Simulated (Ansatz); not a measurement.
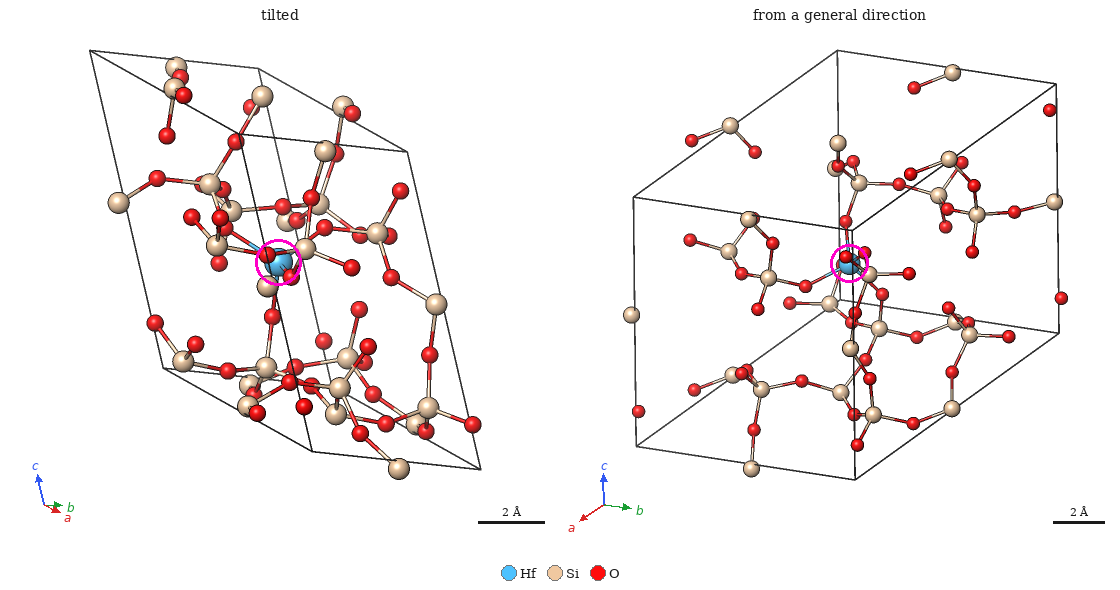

Figure: ball-and-stick view slightly off an axis and from a general direction. The supercell is drawn as a box. The host is SiO2, in a cell of 48 sites, and the cell carries a charge of +1. A ring marks the defect's site.

Q: What kind of defect was put in?

A: Hafnium on a silicon site (a substitutional impurity). It is bonded to four O in a tetrahedral arrangement at about 1.9 Å.

Electronic-structure method: Ansatz 0.2.0, DFT PBE, scalar-relativistic, plane waves, PAW. Parameters: a 420 eV plane-wave basis, a 2×2×2 mesh of k-points, Gaussian smearing of 0.01 eV, collinear spins.

Q: Is the defect spin-polarised?

A: Yes, 1.0 μB in the cell.

The atoms were relaxed in the host's cell with Ansatz, DFT PBE, scalar-relativistic, plane waves, PAW.
